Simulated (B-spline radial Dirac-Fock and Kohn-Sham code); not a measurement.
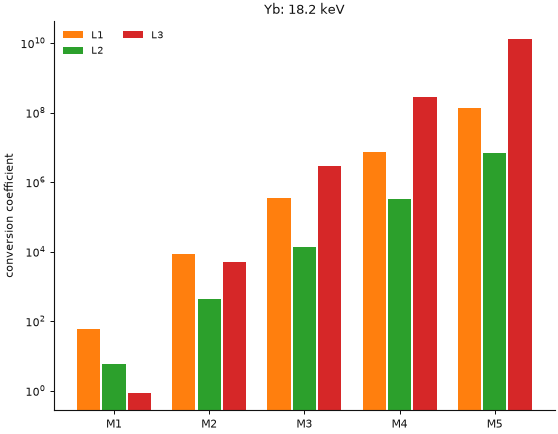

Figure. Internal conversion coefficients by shell for magnetic multipoles at a transition energy of 18.2 keV (K and L shells). Species: ytterbium (Z = 70). Method: a Dirac–Hartree–Slater potential of the neutral atom, no hole, surface-current nucleus (computed with a radial B-spline solver).

The shells shown sum to 66.2 (M1), 14100 (M2), 3.27 × 10⁶ (M3), 2.92 × 10⁸ (M4), 1.32 × 10¹⁰ (M5). The largest bar is L1 for M1, L1 for M2, L3 for M3, L3 for M4, L3 for M5. The K shell is closed at this energy.
